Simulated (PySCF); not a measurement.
**Single-point calculation of CH₇BSi₂**

System: CH₇BSi₂, multiplicity 3.
Method: revPBE/6-31G*, UKS (PySCF 2.14.0).

The geometry is that of the parent species in another charge or spin state. The geometry comes from this level: PBE0-D4/def2-TZVP.

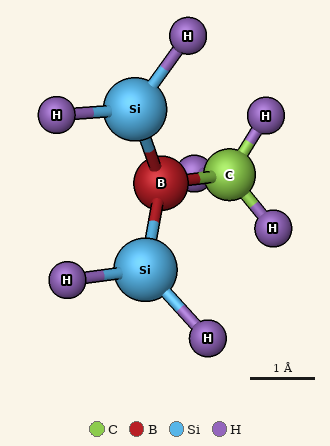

Fig. 1: The input geometry (ball-and-stick view, seen at a tilt). Bond lengths as drawn: B–C 1.57 Å, B–Si 1.91 Å, C–H 1.09 to 1.10 Å and H–Si 1.48 to 1.49 Å.

### Results in brief

- outcome: converged
- total energy: −645.798410 hartree
- basis functions: 78
- ⟨S²⟩: 2.006
- dipole moment: 0.66 D
- hardware: 1 thread of Arm Neoverse V1, 24 GiB of memory available, shared host
- wall time: 71 s
- peak memory: 0.42 GiB

### Input file (calc.py)
```python
from pyscf import gto, dft

mol = gto.Mole()
mol.atom = [
    ('C', (-0.263900, 1.793500, 0.099500)),
    ('B', (-0.450600, 0.243000, -0.016600)),
    ('Si', (0.018800, -1.148600, 1.199400)),
    ('Si', (0.210300, -0.982900, -1.318800)),
    ('H', (0.165600, 2.121800, 1.048800)),
    ('H', (-1.271300, 2.229100, 0.051100)),
    ('H', (0.301000, 2.238000, -0.723000)),
    ('H', (-0.479200, -2.541300, 1.107000)),
    ('H', (0.876900, -0.975400, 2.403900)),
    ('H', (1.239000, -0.662800, -2.346600)),
    ('H', (-0.281200, -2.371200, -1.484200)),
]
mol.max_memory = 1860
mol.basis = '6-31g*'
mol.spin = 2
mol.charge = 0
mol.verbose = 3
mol.build()

calc0 = dft.UKS(mol)
calc0.xc = 'revpbe'
calc0.grids.level = 5
calc0.conv_tol = 1e-10
calc0.kernel()
if not calc0.converged:
    calc0 = calc0.newton().run(calc0.mo_coeff, calc0.mo_occ)

etot = calc0.e_tot
print('E = %.10f Eh' % etot)
```

Command:
```bash
OMP_NUM_THREADS=1 python calc.py
```

### Log
```
[file] SyntaxWarning: invalid escape sequence '\W'
  S = {(paw_set(r)[0], bool(re.search(r"spin_orbit\W+true|paw_fr", str((r.get("files") or {}).get("input") or "")) or re.search("(?i)spin.orbit\W+(value\W+)?(true|yes)|value\W+spin-orbit", json.dumps(r.get("inputs"), default=str)))) for r in records}

WARN: HOMO -0.133661204664106 >= LUMO -0.248000820695742

WARN: HOMO -0.0830771302888604 >= LUMO -0.118690367854676

WARN: HOMO -0.0932426454893842 >= LUMO -0.171618454333125

WARN: HOMO -0.100599214492886 >= LUMO -0.190025466958951

WARN: HOMO -0.0982367221621585 >= LUMO -0.182055584945316

WARN: HOMO -0.0971937259880393 >= LUMO -0.181512039660289

WARN: HOMO -0.0980227008560646 >= LUMO -0.182126800734172

WARN: HOMO -0.0977211024420543 >= LUMO -0.181827350074594

WARN: HOMO -0.0977585719497429 >= LUMO -0.181841764725355

WARN: HOMO -0.0977667296931068 >= LUMO -0.181850487617608

WARN: HOMO -0.0977618023095848 >= LUMO -0.181845369434408

WARN: HOMO -0.0977617332478786 >= LUMO -0.181843010143123

WARN: HOMO -0.097760641448811 >= LUMO -0.181842668415378

WARN: HOMO -0.0977615315826861 >= LUMO -0.181843383979793

WARN: HOMO -0.0977610018555324 >= LUMO -0.181842622080816

WARN: HOMO -0.0977613282966039 >= LUMO -0.181843161367433

WARN: HOMO -0.097761000545924 >= LUMO -0.181842828609037

WARN: HOMO -0.097761600605009 >= LUMO -0.181843246017523

converged SCF energy = -645.798410387553  <S^2> = 2.0064863  2S+1 = 3.0043211
E = -645.7984103876 Eh
```
